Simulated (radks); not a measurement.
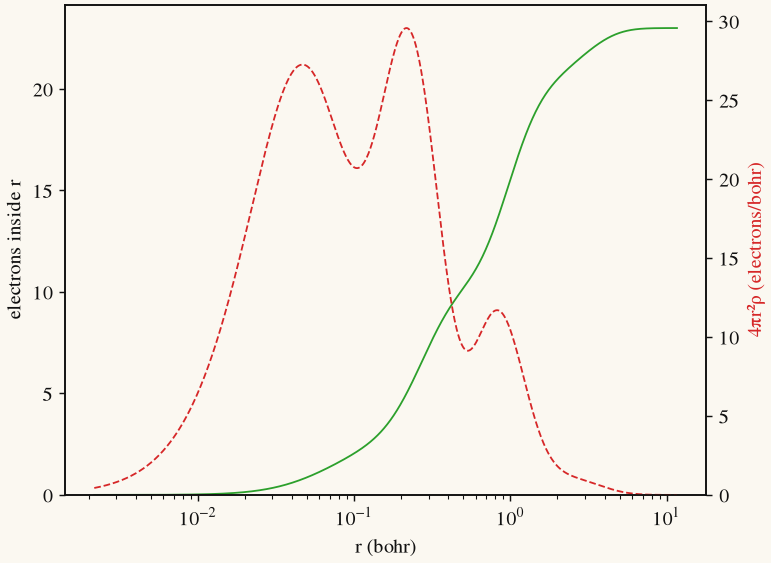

System: the neutral vanadium atom, configuration [Ar] 3d3 4s2 (high spin). The calculation used the in-house radial solver radks at this level: non-relativistic Kohn-Sham, LDA (Slater exchange, Perdew-Wang correlation), spin-polarised, spherical densities, point nucleus.

```
Z 23
configuration [Ar] 3d3 4s2
relativity non-relativistic
functional lda,pw
spin polarised
nucleus point
response adiabatic LDA kernel
```

The plot shows the number of electrons inside radius r (solid) and the radial density 4πr²ρ (dashed).

Q: What does the plot show?

Answer: The count levels off at 23 electrons. Half of them lie within 0.639 bohr, 90 % within 2.13 bohr and 99 % within 5.02 bohr. The radial density has minima at 0.104 and 0.534 bohr, where the count stands at 2.1 and 10.5; these part the shells that the density resolves.
